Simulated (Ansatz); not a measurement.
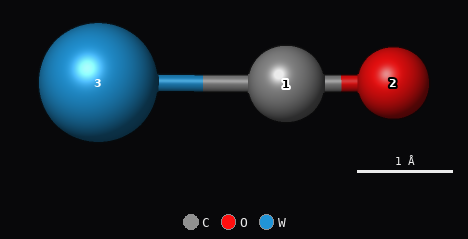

**Figure 1.** The structure as given in the input (ball-and-stick view, seen on its broad side; atoms are numbered from 1 in the order of the input). Sticks mark near contacts. Bond lengths as drawn: C–O 1.13 Å and C–W 1.98 Å.

**Single-point calculation, with input and output: COW (charge +2)**

COW, charge +2, computed with RKS B2PLYP/def2-TZVPP (Ansatz 0.2.0).

The geometry comes from this level: PBE0-D4/def2-TZVPP.

Input file:
```yaml
crystal:
  periodic: [false, false, false]
  atoms:
    - { symbol: C, position_ang: [-0.00732239, 2.377e-05, -0.28309573] }
    - { symbol: O, position_ang: [0.00470079, -1.515e-05, -1.41178405] }
    - { symbol: W, position_ang: [0.0026216, -8.62e-06, 1.69486978] }
total_charge: 2
basis:
  gaussian: { orbitals: def2-TZVPP }
hamiltonian:
  xc: { name: B2PLYP }
```

Run as:
```bash
ansatz run input.yaml --threads 4 --pin off --max-ram 10240MiB --backend cpu --events-out ev --progress --plain --runs-dir out
```

Output:
```
Engine: ansatz 0.2.0, aarch64-unknown-linux-gnu
Functional definition: B2PLYP
  parameter a = 0.53
  parameter c = 0.27
  exchange = (1 - a)*b88_x + a*exact_x
  correlation = (1 - c)*lyp_c + c*(mp2_os + mp2_ss)
777 factors; integrals over basis functions are off by at most 1.4e-3 eV
mean field evaluation 1: about -4761.1104 eV, gradient 1.9e2 eV
mean field evaluation 2: about -4761.1175 eV, gradient 1.9e2 eV
mean field evaluation 4: about -4840.2438 eV, gradient 1.0e2 eV
mean field evaluation 8: about -4870.9296 eV, gradient 1.2e1 eV
mean field evaluation 16: about -4871.2718 eV, gradient 1.1e-2 eV
mean field evaluation 32: about -4871.7500 eV, gradient 4.8e-4 eV
mean field evaluation 64: about -4871.7499 eV, gradient 3.7e-2 eV
mean field evaluation 96: about -4805.2990 eV, gradient 8.9e1 eV
mean field evaluation 128: about -4854.0807 eV, gradient 2.4e1 eV
mean field -4871.74998358 eV, -179.0335097058 hartree, gradient 2.5e-10 eV, S^2 0.000000; 6 other end points of the search recorded, 0 dependent functions left out; unrestricted orbitals would lower it
2 core orbitals not correlated: weight in the atoms' cores, before any rotation towards them, 1.000 or more for the frozen orbitals, at most 0.000 for the correlated occupied ones
reference -4871.75010235 eV, -179.0335140705 hartree; 11, 11 occupied and 105, 105 virtual orbitals, 777 factors
second order -22.17699407 eV of doubles, -0.00000000 eV of singles
Total energy: -4877.73789075 eV, -179.2535612355 hartree
```

Summary:

```json
{"quantity": "outcome", "value": "converged"}
{"quantity": "total energy", "value": "−4877.7379 eV"}
{"quantity": "mean-field energy", "value": "−4871.7501 eV"}
{"quantity": "SCF solution under orbital rotations", "value": "stable within restricted orbitals"}
{"quantity": "hardware", "value": "4 threads of Arm Neoverse V2, 24 GiB of memory available, shared host"}
{"quantity": "wall time", "value": "12 s (CPU time 48 s)"}
{"quantity": "peak memory", "value": "0.21 GiB"}
```
